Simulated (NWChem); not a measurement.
**BNH4S (SMILES NBS) at r2SCAN/def2-TZVP**

What is the vertical ionisation energy of BNH4S at r2SCAN/def2-TZVP? 

Program for the calculation: NWChem 7.3.0.

## 1. The molecule

BNH4S has 7 atoms, charge 0, and is taken as a singlet. SMILES: `NBS`. Geometry: relaxed at PBE0-D4/def2-TZVP. This is one conformer, not always the lowest.

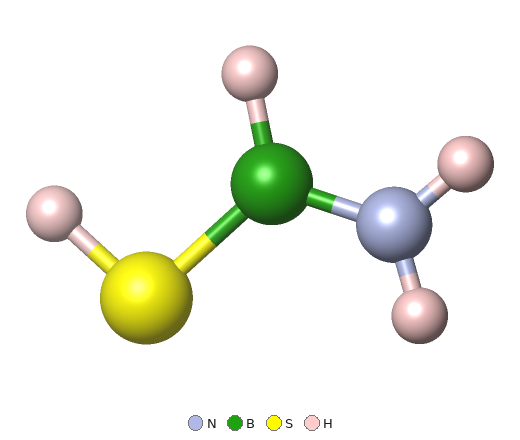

The structure, seen from a chosen angle (nitrogen light blue, boron green, sulfur yellow, hydrogen pink).

## 2. The energy at r2SCAN/def2-TZVP

bh4ns.nw reads:

```
START bh4ns
TITLE "BH4NS energy"
memory 2200 mb

GEOMETRY units angstroms noautosym nocenter noautoz
 N    -0.919200    0.393200   -0.612100
 B     0.157000    0.144300    0.234100
 S     1.088800   -1.407600    0.086000
 H    -1.235600   -0.240300   -1.326500
 H    -1.454400    1.241200   -0.555600
 H     0.466100    0.952200    1.056600
 H     1.958600   -1.151000    1.071800
END

BASIS "ao basis" spherical bse
 N library def2-TZVP
 B library def2-TZVP
 S library def2-TZVP
 H library def2-TZVP
END

DFT
 xc r2scan
 grid fine
 convergence energy 1e-08
 maxiter 100
 mulliken
 noprint "final vectors analysis"
END

TASK dft energy
```

Started as:

```bash
nwchem bh4ns.nw > bh4ns.out
```

Log:

```text
Northwest Computational Chemistry Package (NWChem) 7.3.0
             --------------------------------------------------------

           Job information
           ---------------

    nwchem branch   = 7.3.0
    use scalapack   = T
    input           = bh4ns.nw
    prefix          = bh4ns.
    data base       = ./bh4ns.db
    status          = startup
    nproc           =        1

           Memory information
           ------------------

    heap     =     72089600 doubles =      550.0 Mbytes
    stack    =     72089597 doubles =      550.0 Mbytes
    global   =    144179200 doubles =     1100.0 Mbytes (distinct from heap & stack)
    total    =    288358397 doubles =     2200.0 Mbytes
    verify   = yes
    hardfail = no

           Directory information
           ---------------------

  0 permanent = .
  0 scratch   = .

                                NWChem Input Module
                                -------------------

                                   BH4NS energy
                                   ------------

 Scaling coordinates for geometry "geometry" by  1.889725989
 (inverse scale =  0.529177249)

                             Geometry "geometry" -> ""
                             -------------------------

 Output coordinates in angstroms (scale by  1.889725989 to convert to a.u.)

  No.       Tag          Charge          X              Y              Z
 ---- ---------------- ---------- -------------- -------------- --------------
    1 N                    7.0000    -0.91920000     0.39320000    -0.61210000
    2 B                    5.0000     0.15700000     0.14430000     0.23410000
    3 S                   16.0000     1.08880000    -1.40760000     0.08600000
    4 H                    1.0000    -1.23560000    -0.24030000    -1.32650000
    5 H                    1.0000    -1.45440000     1.24120000    -0.55560000
    6 H                    1.0000     0.46610000     0.95220000     1.05660000
    7 H                    1.0000     1.95860000    -1.15100000     1.07180000

      Atomic Mass
      -----------

      N                 14.003070
      B                 11.009310
      S                 31.972070
      H                  1.007825

 Effective nuclear repulsion energy (a.u.)      89.5800147750

            Nuclear Dipole moment (a.u.)
            ----------------------------
        X                 Y               Z
 ---------------- ---------------- ----------------
    21.7433761972   -34.4791844972    -2.8192822024

            XYZ format geometry
            -------------------
     7
 geometry
 N                    -0.91920000     0.39320000    -0.61210000
 B                     0.15700000     0.14430000     0.23410000
 S                     1.08880000    -1.40760000     0.08600000
 H                    -1.23560000    -0.24030000    -1.32650000
 H                    -1.45440000     1.24120000    -0.55560000
 H                     0.46610000     0.95220000     1.05660000
 H                     1.95860000    -1.15100000     1.07180000

 ==============================================================================
                                internuclear distances
 ------------------------------------------------------------------------------
       center one      |      center two      | atomic units |  angstroms
 ------------------------------------------------------------------------------
    2 B                |   1 N                |     2.62951  |     1.39148
    3 S                |   2 B                |     3.43212  |     1.81620
    4 H                |   1 N                |     1.90084  |     1.00588
    5 H                |   1 N                |     1.89796  |     1.00436
    6 H                |   2 B                |     2.25563  |     1.19363
    7 H                |   3 S                |     2.53124  |     1.33948
 ------------------------------------------------------------------------------
                         number of included internuclear distances:          6
 ==============================================================================

 ==============================================================================
                                 internuclear angles
 ------------------------------------------------------------------------------
        center 1       |       center 2       |       center 3       |  degrees
 ------------------------------------------------------------------------------
    2 B                |   1 N                |   4 H                |   124.23
    2 B                |   1 N                |   5 H                |   121.93
    4 H                |   1 N                |   5 H                |   113.83
    1 N                |   2 B                |   3 S                |   120.00
    1 N                |   2 B                |   6 H                |   119.89
    3 S                |   2 B                |   6 H                |   120.11
    2 B                |   3 S                |   7 H                |    96.28
 ------------------------------------------------------------------------------
                            number of included internuclear angles:          7
 ==============================================================================

                      Basis "ao basis" -> "" (spherical)
                      -----
  [basis functions not shown]

 Summary of "ao basis" -> "" (spherical)
 ------------------------------------------------------------------------------
       Tag                 Description            Shells   Functions and Types
 ---------------- ------------------------------  ------  ---------------------
 N                         def2-TZVP                11       31   5s3p2d1f
 B                         def2-TZVP                11       31   5s3p2d1f
 S                         def2-TZVP                13       37   5s5p2d1f
 H                         def2-TZVP                 4        6   3s1p

                                 NWChem DFT Module
                                 -----------------

                                   BH4NS energy

 Summary of "ao basis" -> "ao basis" (spherical)
 ------------------------------------------------------------------------------
       Tag                 Description            Shells   Functions and Types
 ---------------- ------------------------------  ------  ---------------------
 N                         def2-TZVP                11       31   5s3p2d1f
 B                         def2-TZVP                11       31   5s3p2d1f
 S                         def2-TZVP                13       37   5s5p2d1f
 H                         def2-TZVP                 4        6   3s1p

  Caching 1-el integrals
  itol2e modified to match energy
  convergence criterion.
  tol_rho modified to match energy
  convergence criterion.

            General Information
            -------------------
          SCF calculation type: DFT
          Wavefunction type:  closed shell.
          No. of atoms     :     7
          No. of electrons :    32
           Alpha electrons :    16
            Beta electrons :    16
          Charge           :     0
          Spin multiplicity:     1
          Use of symmetry is: off; symmetry adaption is: off
          Maximum number of iterations: 100
          AO basis - number of functions:   123
                     number of shells:    51
          Convergence on energy requested:  1.00D-08
          Convergence on density requested:  1.00D-05
          Convergence on gradient requested:  5.00D-04

              XC Information
              --------------
                      r^2SCAN Method XC Functional
               r^2SCAN metaGGA Exchange Functional  1.000
                     r^2SCAN Correlation Potential  1.000

             Grid Information
             ----------------
          Grid used for XC integration:  fine
          Radial quadrature: Mura-Knowles
          Angular quadrature: Lebedev.
          Tag              B.-S. Rad. Rad. Pts. Rad. Cut. Ang. Pts.
          ---              ---------- --------- --------- ---------
          N                   0.65       70          11.0       590
          B                   0.85       70          10.0       590
          S                   1.00      123          11.0       770
          H                   0.35       60          12.0       590
          Grid pruning is: on
          Number of quadrature shells:   503
          Spatial weights used:  Erf1

          Convergence Information
          -----------------------
          Convergence aids based upon iterative change in
          total energy or number of iterations.
          Levelshifting, if invoked, occurs when the
          HOMO/LUMO gap drops below (HL_TOL):  1.00D-02
          DIIS, if invoked, will attempt to extrapolate
          using up to (NFOCK): 10 stored Fock matrices.

                    Damping( 0%)  Levelshifting(0.5)       DIIS
                  --------------- ------------------- ---------------
          dE  on:    start            ASAP                start
          dE off:    2 iters        100 iters           100 iters

      Screening Tolerance Information
      -------------------------------
          Density screening/tol_rho:  1.00D-11
          AO Gaussian exp screening on grid/accAOfunc:  18
          CD Gaussian exp screening on grid/accCDfunc:  20
          XC Gaussian exp screening on grid/accXCfunc:  20
          Schwarz screening/accCoul:  1.00D-09

      Superposition of Atomic Density Guess
      -------------------------------------

 Sum of atomic energies:        -478.32500280

      Non-variational initial energy
      ------------------------------

 Total energy =    -479.693362
 1-e energy   =    -834.819280
 2-e energy   =     265.545903
 HOMO         =      -0.326493
 LUMO         =       0.044954

   Time after variat. SCF:      0.4

     ---------------------------------------------
      Total Density - Mulliken Population Analysis
     ---------------------------------------------

    Atom       Charge   Shell Charges
 -----------   ------   -------------------------------------------------------
    1 N    7     7.73   0.82  1.16  0.58  0.76  0.14  1.64  1.86  0.76  0.00  0.01  0.00
    2 B    5     4.76   0.92  1.06  0.55  0.51  0.06  0.80  0.62  0.09  0.05  0.08  0.02
    3 S   16    16.40   2.01  0.49  1.48  1.07  0.76  4.18  1.69  0.93  2.48  1.26  0.02  0.04  0.00
    4 H    1     0.68   0.22  0.34  0.08  0.03
    5 H    1     0.67   0.22  0.34  0.08  0.04
    6 H    1     1.01   0.25  0.52  0.23  0.01
    7 H    1     0.75   0.19  0.40  0.13  0.02
   Time prior to 1st pass:      0.4

 Grid_pts file          = ./bh4ns.gridpts.0
 Record size in doubles =  12289        No. of grid_pts per rec  =   3070
 Max. records in memory =    140        Max. recs in file   = *********

           Memory utilization after 1st SCF pass:
           Heap Space remaining (MW):       36.81            36806424
          Stack Space remaining (MW):       72.09            72088772

   convergence    iter        energy       DeltaE   RMS-Dens  Diis-err    time
 ---------------- ----- ----------------- --------- --------- ---------  ------
 d= 0,ls=0.0,diis     1   -480.1931601122 -5.70D+02  4.39D-03  6.75D-01     2.9
 d= 0,ls=0.0,diis     2   -480.1895954005  3.56D-03  3.16D-03  4.05D-01     5.3
 d= 0,ls=0.0,diis     3   -480.2178808843 -2.83D-02  1.24D-03  1.76D-01     7.8
 d= 0,ls=0.0,diis     4   -480.2369449414 -1.91D-02  3.40D-04  3.13D-03    10.2
 d= 0,ls=0.0,diis     5   -480.2373489246 -4.04D-04  9.93D-05  3.93D-04    12.7
  Resetting Diis
 d= 0,ls=0.0,diis     6   -480.2374017373 -5.28D-05  2.55D-05  1.60D-05    15.2
 d= 0,ls=0.0,diis     7   -480.2374038034 -2.07D-06  1.62D-05  2.04D-06    17.7
 d= 0,ls=0.0,diis     8   -480.2374034306  3.73D-07  1.00D-05  4.33D-06    20.2
 d= 0,ls=0.0,diis     9   -480.2374041249 -6.94D-07  9.23D-07  2.36D-08    22.7
 d= 0,ls=0.0,diis    10   -480.2374041277 -2.87D-09  2.57D-07  3.03D-09    25.2

         Total DFT energy =     -480.237404127744
      One electron energy =     -838.098818808992
           Coulomb energy =      306.415534989116
    Exchange-Corr. energy =      -38.134135082862
 Nuclear repulsion energy =       89.580014774993

 Numeric. integr. density =       31.999999866609

     Total iterative time =     24.7s

     ---------------------------------------------
      Total Density - Mulliken Population Analysis
     ---------------------------------------------

    Atom       Charge   Shell Charges
 -----------   ------   -------------------------------------------------------
    1 N    7     7.47   0.82  1.15  0.55  0.74  0.17  1.58  1.66  0.77  0.00  0.01  0.00
    2 B    5     4.89   0.92  1.06  0.50  0.43  0.03  1.01  0.68  0.10  0.06  0.09  0.02
    3 S   16    16.27   2.01  0.48  1.48  1.06  0.78  4.19  1.66  0.94  2.41  1.16  0.03  0.06  0.01
    4 H    1     0.76   0.27  0.40  0.05  0.04
    5 H    1     0.75   0.27  0.40  0.05  0.04
    6 H    1     1.00   0.26  0.51  0.22  0.01
    7 H    1     0.85   0.24  0.48  0.10  0.03

     -------------------------------------------
      Total Density - Lowdin Population Analysis
     -------------------------------------------

    Atom       Charge   Shell Charges
 -----------   ------   -------------------------------------------------------
    1 N    7     6.97   0.89  1.06  0.41  0.41  0.21  1.39  1.61  0.87  0.00  0.10  0.01
    2 B    5     5.92   0.95  1.00  0.34  0.31  0.17  0.88  1.03  0.40  0.10  0.61  0.14
    3 S   16    15.58   1.99  0.84  1.12  0.75  0.58  3.92  1.88  1.06  2.03  1.27  0.02  0.11  0.02
    4 H    1     0.82   0.25  0.34  0.12  0.11
    5 H    1     0.82   0.25  0.34  0.12  0.11
    6 H    1     0.95   0.25  0.44  0.24  0.03
    7 H    1     0.93   0.24  0.42  0.19  0.08

 center of mass
 --------------
 x =   0.72474440 y =  -1.14905507 z =  -0.09279487

 moments of inertia (a.u.)
 ------------------
         204.795722599918         153.298161896340         -62.509437774002
         153.298161896340         211.024533525674          33.187962744209
         -62.509437774002          33.187962744209         342.209755682180

     Multipole analysis of the density
     ---------------------------------

     L   x y z        total         alpha         beta         nuclear
     -   - - -        -----         -----         ----         -------
     0   0 0 0     -0.000000    -16.000000    -16.000000     32.000000

     1   1 0 0     -0.476898    -11.110137    -11.110137     21.743376
     1   0 1 0      0.425685     17.452435     17.452435    -34.479184
     1   0 0 1     -0.166990      1.326146      1.326146     -2.819282

     2   2 0 0    -17.706808    -67.241845    -67.241845    116.776883
     2   1 1 0     -0.933619     53.558150     53.558150   -108.049919
     2   1 0 1      3.062837    -17.501016    -17.501016     38.064868
     2   0 2 0    -20.606930    -75.863863    -75.863863    131.120795
     2   0 1 1     -0.217527      7.124603      7.124603    -14.466733
     2   0 0 2    -18.882463    -22.562156    -22.562156     26.241849

 Task  times  cpu:       25.1s     wall:       25.1s
 Total times  cpu:       25.2s     wall:       25.2s
```

Wall time 26 s (1 thread of Intel Xeon 6975P-C (Granite Rapids), shared host); peak memory 0.12 GiB.

(Part 1 of 2 ends here.)
